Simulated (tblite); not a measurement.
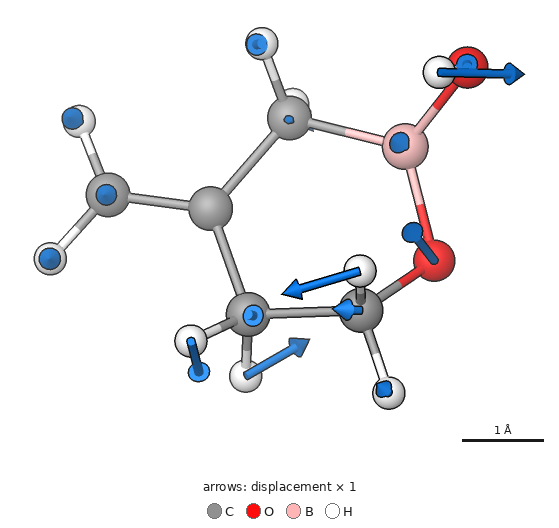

This is a relaxation of C5H9BO2. The starting structure is drawn; blue arrows show the displacements, at their true length. The two geometries are superimposed by the best rigid fit.

A ball-and-stick model, seen at a tilt.

Computed with tblite, GFN2-xTB geometry optimisation, gas phase. 

> What did the optimiser do to the structure, and how much energy did it gain?

The atom that moves furthest after the best rigid fit is an H atom (1.29 Å). By element the largest moves are H 1.29 Å, O 1.21 Å, C 0.44 Å, B 0.42 Å. Some distances before and after: B–O 1.467 → 1.350 Å, C–C 1.531 → 1.499 Å, H–O 0.987 → 0.958 Å, C–H 1.119 → 1.090 Å. Among the angles between lasting bonds that change: C–O–B 107.0° → 122.3°, B–O–H 104.6° → 114.1°, C–C–C 121.5° → 112.5°. Groups turn about B–O by about 90°, B–O by about 65°, C–C by about 50°. After 72 geometry steps the energy has fallen by 173.7 kJ/mol. Cost: 0.72 s on 1 thread of Arm Neoverse N1 (shared host).
